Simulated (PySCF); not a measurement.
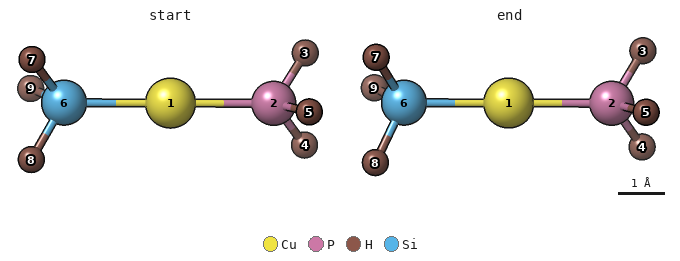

The structure of CuSiPH$_{6}$ before (left) and after (right) a relaxation, at one scale.

The picture is a ball-and-stick view, seen face on.

The start comes from GFN2-xTB.

Method: PBE0-D3(BJ)/def2-SVP geometry optimisation, gas phase (PySCF). 

Question: What changed between the two?

Answer: Over 4 geometry steps the energy falls by 13.2 kJ/mol. Largest force component: 1.1 eV/Å at the start, 0.0044 eV/Å at the end. H7 moves most after the best rigid fit: 0.11 Å. By element the largest moves are H 0.11 Å, P 0.05 Å, Cu 0.04 Å. Si stays in place. Among the contacts that change: P2–H3 1.382 → 1.420 Å, Cu1–Si6 2.336 → 2.298 Å, Si6–H7 1.487 → 1.509 Å, Cu1–P2 2.266 → 2.260 Å. Bond angles that change, for instance: H7–Si6–H8 98.8° → 103.9°, Cu1–Si6–H7 119.0° → 114.7°, Cu1–P2–H5 122.4° → 120.3°.
